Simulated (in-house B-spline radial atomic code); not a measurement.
**Cs⁹⁺: density, ELF and screening along the radius**

Aim: the shell structure of Cs⁹⁺ in the radial density, the electron localisation function and the screened nuclear charge, under several settings.

Method: several methods, spin-polarised, as named in each step; spherical all-electron atom at the radial basis limit. Code: in-house B-spline radial atomic code version 1.

### Step 1. What is computed

| Quantity | Value |
| --- | --- |
| element | caesium (Z = 55) |
| charge | +9 |
| electrons | 46 |
| configuration | [Kr] 4d10 |
| nucleus | point (non-relativistic runs) or finite (X2C runs) |

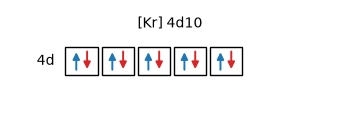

Outer shells as boxes.

Where spins are not typed, each open shell is filled with up spins first.

### Step 2. LDA (VWN5), non-rel.

Settings, as recorded:

```ini
Z = 55
electrons = 46.0
configuration = [Kr] 4d10
hamiltonian = nr
method = lda,vwn
spin_polarised = True
```

Run with:

```console
python run_scf.py task.json out
```

The settings of every run stand in task.json; they run in order.

### Step 3. PBE, non-rel.

Settings, as recorded:

```ini
Z = 55
electrons = 46.0
configuration = [Kr] 4d10
hamiltonian = nr
method = pbe,pbe
spin_polarised = True
```

### Step 4. Hartree-Fock, non-rel.

Settings, as recorded:

```ini
Z = 55
electrons = 46.0
configuration = [Kr] 4d10
hamiltonian = nr
method = hf
spin_polarised = True
```

### Step 5. M06-L, non-rel.

Settings, as recorded:

```ini
Z = 55
electrons = 46.0
configuration = [Kr] 4d10
hamiltonian = nr
method = m06l
spin_polarised = True
```

**Question.** How large is the system in each run, where do the shell borders lie, and what is the highest level?

The runs gave:

| run | total energy (hartree) | highest level (eV) | radius holding 50 / 90 / 99 % (bohr) | radius at n = 0.001 (bohr) | ELF minima on the full grid (bohr) |
| --- | --- | --- | --- | --- | --- |
| LDA (VWN5), non-rel. | -7530.5489 | -199.39 | 0.320 / 0.940 / 1.43 | 2.12 | 0.043, 0.16, 0.42 |
| PBE, non-rel. | -7536.1598 | -199.26 | 0.320 / 0.939 / 1.43 | 2.12 | 0.043, 0.16, 0.42 |
| Hartree-Fock, non-rel. | -7534.4522 | -213.09 | 0.319 / 0.939 / 1.42 | 2.11 | 0.043, 0.16, 0.42 |
| M06-L, non-rel. | -7536.7432 | -200.34 | 0.319 / 0.938 / 1.42 | 2.10 | 0.043, 0.16, 0.42 |

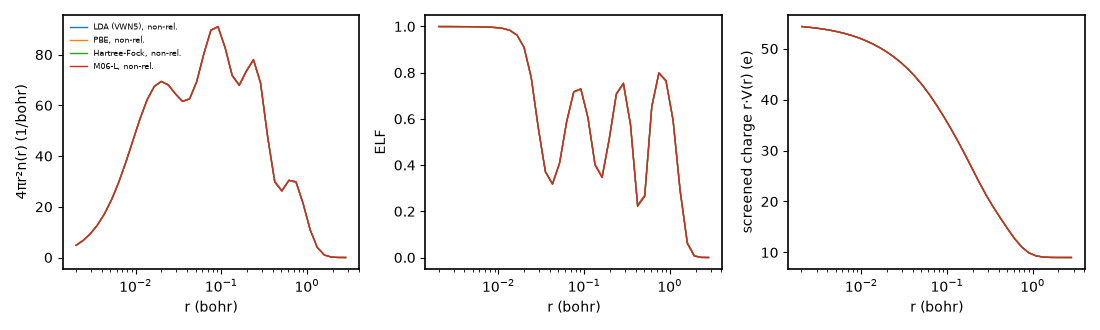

Radial density, ELF and screened nuclear charge of all runs.

In the first run ELF has 3 minima on the grid, which mark the borders between shells. On the record's full grid the screened charge (r times the electrostatic potential) falls from 54.9 near the nucleus to 9.00 at 2.8 bohr; far out it tends to the net charge, 9. The grid is coarse (about 21 % a step), so the places of minima are rough.
